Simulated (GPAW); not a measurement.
# A GW chain in GPAW: H (Cmce), part 2 of 2

How does a plane-wave GW calculation on H (Cmce) run from the first input to the gap?

GPAW 26.7.0; LDA and many-body steps on it, plane waves. Known limits of the many-body steps: not at the basis limit; coarse k mesh.

So far. Step 3 (Bands along the symmetry lines): The gap is 8.694 eV, as in the run before at this level. Step 4 (Empty states on the mesh, 4×4×4 mesh, 100 bands): On this mesh the gap is 8.694 eV.

**5. Screening and self-energy, 4×4×4 mesh, 90 bands, screening to 80 eV**

G0W0 replaces the xc potential by the self-energy, built once from these orbitals. Only a window of levels is corrected, while the sums run over the empty bands that the input names.

This step: G0W0 on LDA, plane waves, PAW.

run.py reads:

```python
import json
import numpy as np
from gpaw.mpi import world
from gpaw.response.g0w0 import G0W0

gw = G0W0('full.gpw',
    filename='gw',
    kpts=[0, 16],
    bands=(0, 4),
    ecut=80,
    nbands=90,
    integrate_gamma='WS',
    ppa=True)
gw.calculate()
res = {mode: {k: v for k, v in r.items() if k != 'sigma_eskwn'}
       for mode, r in gw.all_results.items()}

if world.rank == 0:
    with open('result.json', 'w') as f:
        json.dump(res, f, default=lambda x: x.tolist())
```

The run is started by

```
> mpirun -n 4 gpaw python run.py
```

Numbers of over 12 decimals in the logs are rounded to 6 here.

The log of the run:

```text
Using integrator: PointIntegrator
FrequencyGridDescriptor(from 0.000+0.000j to 0.000+27.211j eV, 2 points)
Nonperiodic BCs:  [False False False]
Using integrator: PointIntegrator
FrequencyGridDescriptor(from 0.000+0.000j to 0.000+27.211j eV, 2 points)
Nonperiodic BCs:  [False False False]
  ___  _ _ _
 |   || | | |
 | | || | | |
 |__ ||_____|
 |___|

BZ k-points: Symmetries present (total): 4

  [... matrices ...]
64 k-points: 4 x 4 x 4 Monkhorst-Pack grid + [1/8,1/8,1/8]
24 k-points in the irreducible part of the Brillouin zone
       k-points in crystal coordinates                weights
   0:     0.00000000    0.00000000    0.00000000          1/64
   1:     0.00000000    0.00000000    0.25000000          2/64
   2:     0.00000000    0.00000000    0.50000000          1/64
   3:     0.25000000   -0.25000000   -0.25000000          2/64
   4:     0.25000000   -0.25000000    0.00000000          2/64
   5:     0.25000000   -0.25000000    0.25000000          2/64
   6:     0.25000000   -0.25000000    0.50000000          2/64
   7:     0.25000000    0.00000000   -0.25000000          4/64
   8:     0.25000000    0.00000000    0.00000000          4/64
   9:     0.25000000    0.00000000    0.25000000          4/64
          ...
  23:     0.50000000    0.50000000    0.50000000          1/64

Distributing spins, k-points and bands (1 x 2 x 4) over 4 processes
Number of blocks: 1

Quasi particle states:
k-points (IBZ indices): [0, 16]
Band range: (0, 4)
  [... matrices ...]
Computational parameters:
Plane wave cut-off: 80 eV
Number of bands: 90
Coulomb cutoff: None
Broadening: 0.1 eV

fxc modes: GW
Kernel: RPA
Using Godby-Needs plasmon-pole approximation:
  Fitting energy: i*E0, E0 = 1.000 Hartree
Summing all q:

Calculating screened Coulomb potential
No Coulomb truncation
FrequencyGridDescriptor(from 0.000+0.000j to 0.000+27.211j eV, 2 points)
Removing empty qpoint cache files...

Calculating chi0 body with:
    Ground state adapter containing:
    Number of spins: 1
    Number of kpoints: 64
    Number of irreducible kpoints: 24
    Number of completely occupied states: 2
    Number of partially occupied states: 2
    Occupied states memory: 0.322998046875 M / cpu

    Linear response parametrization:
    q_c: [0.0, 0.0, 0.0]
    Number of frequency points: 2
    Planewave cutoff: 80.0
    Number of bands: 90
    Number of planewaves: 91
    Broadening (eta): 1e-06
    comm.size: 4
    kncomm.size: 4
    blockcomm.size: 1

    Memory estimate of potentially large arrays:
        chi0_wGG: 0.252716 M / cpu
Integrating chi0 body.

Symmetries of q_c:
    Direct symmetries (Uq -> q): 4
    Indirect symmetries (TUq -> q): 0
In total 4 allowed symmetries.

  [... matrices ...]
24 groups of equivalent kpoints. 62.5% reduction.

Integral kind: response function
Integrating chi0 head and wings.

Symmetries of q_c:
    Direct symmetries (Uq -> q): 4
    Indirect symmetries (TUq -> q): 0
In total 4 allowed symmetries.

  [... matrices ...]
24 groups of equivalent kpoints. 62.5% reduction.

Integral kind: response function wings

Calculating chi0 body with:
    Ground state adapter containing:
    Number of spins: 1
    Number of kpoints: 64
    Number of irreducible kpoints: 24
    Number of completely occupied states: 2
    Number of partially occupied states: 2
    Occupied states memory: 0.322998046875 M / cpu

    Linear response parametrization:
[... the further q-points ...]

Results:
f:      Occupation numbers
eps:     KS-eigenvalues [eV]
vxc:     KS vxc [eV]
exx:     Exact exchange [eV]
sigma:   Self-energies [eV]
dsigma:  Self-energy derivatives
Z:       Renormalization factors
qp:      QP-energies [eV]

k-point 0 (0): (0.000, 0.000, 0.000)                GW
band       f     eps     vxc     exx   sigma  dsigma       Z      qp
                                                                   GW
   0   1.000 -10.293 -10.426 -16.627   1.171  -0.165   0.858 -14.611
   1   1.000  -8.352 -12.365 -18.149   1.061  -0.157   0.864 -12.432
   2   0.000   2.598  -6.706  -2.233  -1.712  -0.100   0.909   5.109
   3   0.000   3.832  -7.412  -3.362  -1.698  -0.108   0.902   5.954

k-point 1 (16): (0.500, 0.000, 0.500)                GW
band       f     eps     vxc     exx   sigma  dsigma       Z      qp
                                                                   GW
   0   1.000  -9.014 -11.726 -17.666   1.099  -0.160   0.862 -13.189
   1   1.000  -9.014 -11.726 -17.666   1.099  -0.160   0.862 -13.189
   2   0.000   0.342  -5.578  -1.713  -1.595  -0.089   0.918   2.427
   3   0.000   0.342  -5.578  -1.713  -1.595  -0.089   0.918   2.427
```

It took 24 s on 4 MPI ranks of Arm Neoverse V2, shared host; peak memory 0.81 GiB; 97 s of CPU time.

Numbers from this step:

```
G0W0 gap on the points computed              : 14.86 eV
least direct G0W0 gap on the computed points : 15.62 eV
Z at the valence top                         : 0.8639
Z at the conduction bottom                   : 0.9182
starting gap on the mesh                     : 8.694 eV
k of the valence top                         : 0, 0, 0
k of the conduction bottom                   : 0.5, 0, 0.5
```

The gap on the mesh goes from 8.69 eV to 14.86 eV, a correction of +6.16 eV.

Limits: finite bands, cutoff and mesh; coarse k mesh. v1 is the top filled band, c1 the lowest empty one. Levels before and after the correction, in eV, zero at the valence-band top of each column:

|  | conduction bottom | valence top |
| --- | --- | --- |
| Kohn-Sham | 8.69 | 0.00 |
| G0W0 | 14.86 | 0.00 |

|  | level | energy (eV) |
| --- | --- | --- |
| Kohn-Sham | Γ v2 | -1.941 |
| Kohn-Sham | Γ v1 | 0.000 |
| Kohn-Sham | Γ c1 | 10.950 |
| Kohn-Sham | Γ c2 | 12.184 |
| Kohn-Sham | (0.5 0 0.5) v2-v1 | -0.663 |
| Kohn-Sham | (0.5 0 0.5) c1-c2 | 8.694 |
| G0W0 | Γ v2 | -2.179 |
| G0W0 | Γ v1 | 0.000 |
| G0W0 | Γ c1 | 17.540 |
| G0W0 | Γ c2 | 18.386 |
| G0W0 | (0.5 0 0.5) v2-v1 | -0.757 |
| G0W0 | (0.5 0 0.5) c1-c2 | 14.859 |

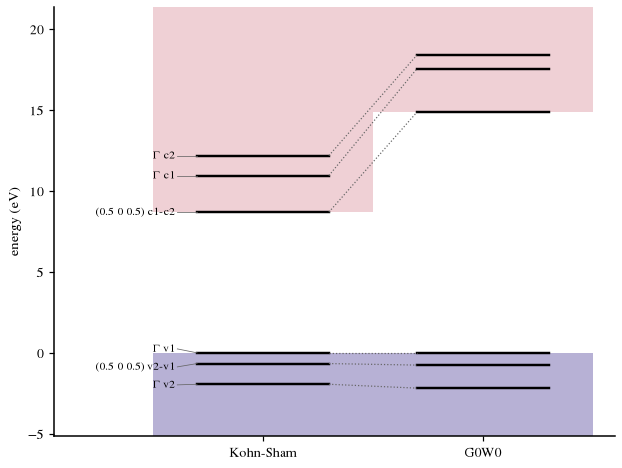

Levels before and after the correction. Shaded: valence and conduction bands.

**6. Where the time went**

Times are wall times on 4 MPI ranks of Arm Neoverse V2, shared host, good to a factor of about two.

```csv
step,time,share,memory (GiB)
ground state,5.1 s,8 %,0.62
bands along the symmetry lines,5.3 s,8 %,0.65
empty states on the mesh,31 s,47 %,0.73
screening and self-energy,24 s,37 %,0.81
```

**7. Summary of results**

```
LDA gap              : 8.69 eV, indirect
G0W0 gap on the mesh : 14.86 eV
GW settings          : 4×4×4 mesh, 90 bands, screening to 80 eV, Godby-Needs plasmon pole
known limits         : not at the basis limit; coarse k mesh
```

In words: G0W0 moves the gap on the mesh from 8.69 eV to 14.86 eV (+6.16 eV), with Z of 0.86 and 0.92 at the edges. Only 2 of the mesh's irreducible points were corrected, so a valley elsewhere could overtake. Bands and cutoff are finite, so the gap is not at the basis limit. The miss can reach some tenths of an eV and take either sign; the mesh is an error of its own. These stock PAW sets were not made for GW. In the G0W0 run levels were corrected at 2 k points alone, so a gap called «on the mesh» is the least over those, and an edge elsewhere would be missed. The 4×4×4 mesh is coarse for this cell, which bears on the long-range parts of exchange and screening.

[Paths, hosts, dates, memory and timing lines, banners, echoed tables and standing remarks are left out of the program output.]

[Logs are printed without paths, hosts, clocks, repeated set-up lines and the standing remarks that a program may print on its own settings, such as how far it seeks lower states.]

[Runs of the session that timed out or met a known fault of the program may be left out.]

[Hosts, paths, dates, database ids (printed as entryN), source tags and the programs' standing remarks are cut or masked in the printed files.]
